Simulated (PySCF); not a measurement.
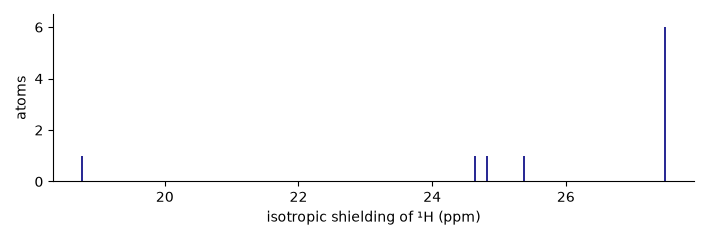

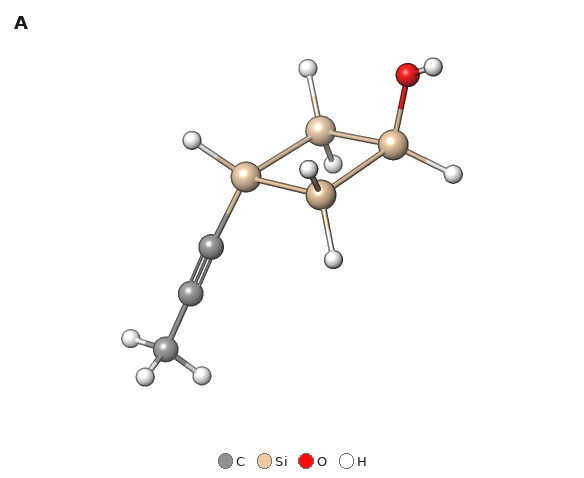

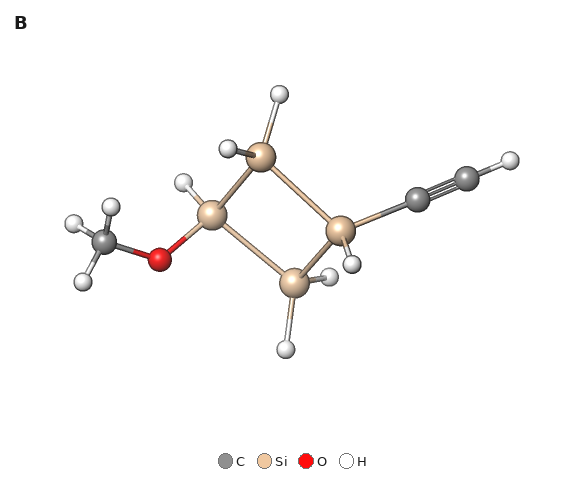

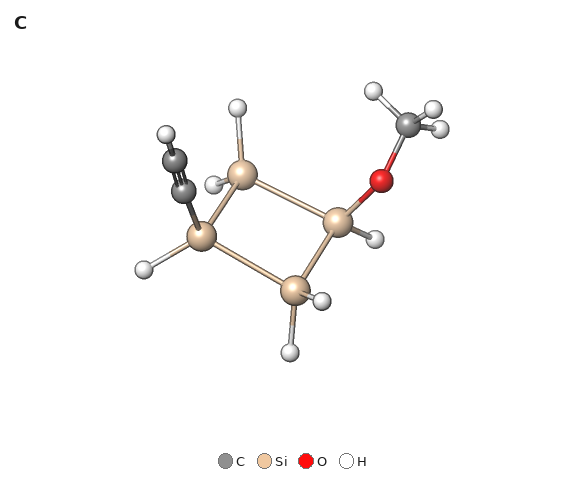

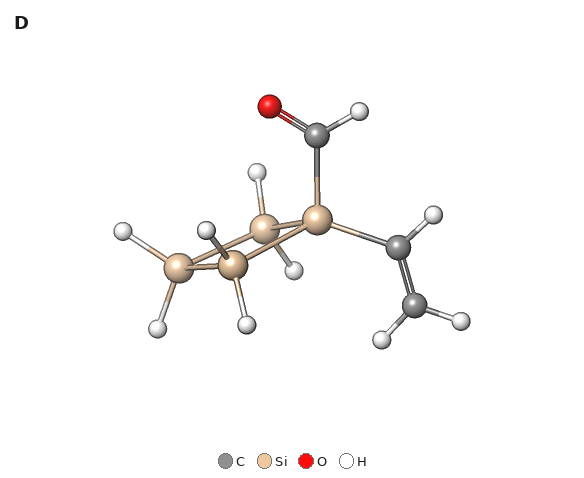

The sticks are computed shieldings of one of the molecules, for one fixed geometry (GFN2-xTB) without averaging over rotations. Low shielding means a high chemical shift. Method: GIAO PBE0/pcSseg-1 NMR shielding, non-relativistic, gas phase (PySCF 2.14.0).

Match the spectrum to a structure.

Answer. D, `C=C[Si]1(C=O)[SiH2][SiH2][SiH2]1`. Its 10 H atoms give lines at 18.77, 24.65, 24.82, 25.38, 27.48 (6 atoms) ppm.

The geometry is semi-empirical. Around Si such bond lengths and angles can be off by a tenth of an ångström or more and by several degrees, and values that hang on the shape move with them.
